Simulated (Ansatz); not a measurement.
## Fields on a plane of Y (hcp, Mg type)

```yaml
crystal:
  lattice:
    - [3.68257, 0.00000, 0.00000]
    - [-1.84129, 3.18920, 0.00000]
    - [0.00000, 0.00000, 5.69848]
  atoms:
    - { symbol: Y, position: [0.33333, 0.66667, 0.75000] }
    - { symbol: Y, position: [0.66667, 0.33333, 0.25000] }
```

The slice is a (1 -1 0 0) plane (indices of the conventional cell) through the point (0.333, 0.667, 0.750) (fractional), spanned by u = [110] and v = [001] in vectors of this cell: u (3.68 Å) and v (5.70 Å, at 90° to u). It covers one period; positions are fractions (u, v).

Atoms on it: Y at (0.00, 0.00).

The numbers are results of r2SCAN (plane waves to 500 eV, PAW, scalar-relativistic; Ansatz, a program for electronic structure), not measurements. k mesh 15×15×8. Inside the PAW spheres the values are not all-electron values, and peaks at nuclei hang on which shells count as valence. Y is run without spin polarisation. Y was relaxed with its symmetry unable to fall.

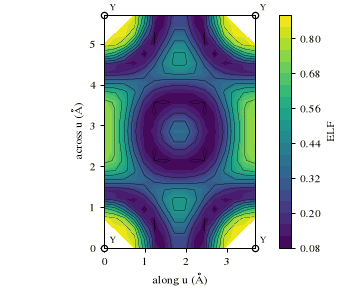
*Electron localisation function (ELF), one period of the plane, atoms marked. Points within 0.5 Å of a nucleus are left white, as the pseudised field means little there.*

```
|xxxx  +##+  xxx|
|xxxx .*##*. xxx|
|xxx  =#%%#=  xx|
|xx  :*%@@%*:  x|
|   -+#%@@%#+-  |
|==+*#%%%%%%#*+=|
|###############|
|@@%%#*+==+*#%%@|
|@@%#*=:..:=*#%@|
|@@%*=.    .=*%@|
|@@%*-      -*%@|
|@@%*-      -*%@|
|@@%*-      -*%@|
|@@%*=.    .=*%@|
|@@%#*=:..:=*#%@|
|@@%%#*+==+*#%%@|
|###############|
|==+*#%%%%%%#*+=|
|   -+#%@@%#+-  |
|xx  :*%@@%*:  x|
|xxx  =#%%#=  xx|
|xxxx .*##*. xxx|
|xxxx  +##+  xxx|
|xxxxx =##= xxxx|
```
Scale: ten equal steps from 0.00 (start of ' ') to 8.14 (end of '@'), in the order ' .:-=+*#%@'. Values: electrostatic potential energy of an electron, from the cell's mean, in eV. The map has 15 points along u (one character each, u = 0 at the left) and 24 along v (v = 0 in the bottom row). Points within 1 Å of a nucleus are blanked (x), as the pseudised field means little there. Values under 0 eV are set to 0. The zero, the cell's mean, hangs on the PAW cores.

| Property | Value |
|---|---|
| Density on the Y–Y line (3.68 Å) at its midpoint | 0.09 e/Å³ |
| ELF at that point | 0.3 |
